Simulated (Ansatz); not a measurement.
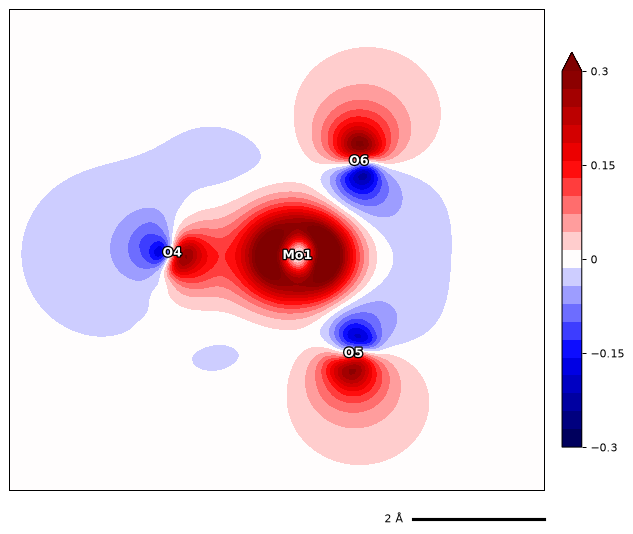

The picture shows: Mo2O4 (charge −1, quartet). The HOMO (β) on the plane of atoms O5, Mo1 and O6 (values in Å⁻³ᐟ²; the overall sign is arbitrary).

Geometry: r2SCAN-D4/def2-SVPD; ⟨S²⟩ = 3.94, above the pure value of 3.75; core potentials replace the inner electrons of Mo.

These are results of UKS PBE0-D4/def2-TZVPD (Ansatz), not measurements.

```
atom    x (Å)    y (Å)    z (Å)
  Mo   0.1133  -1.1333   0.0182
  Mo  -0.7474   1.6065  -0.0568
   O   0.3795   2.8832   0.0817
   O  -0.8765   0.0446  -1.1340
   O  -0.6923  -2.0952   1.2028
   O   1.8236  -1.3058  -0.1119
```

Describe this orbital and give its energy.

Its weight (Hirshfeld) is mainly on Mo1 (about 50 %) and Mo2 (about 35 %). Its energy is −2.05 eV.
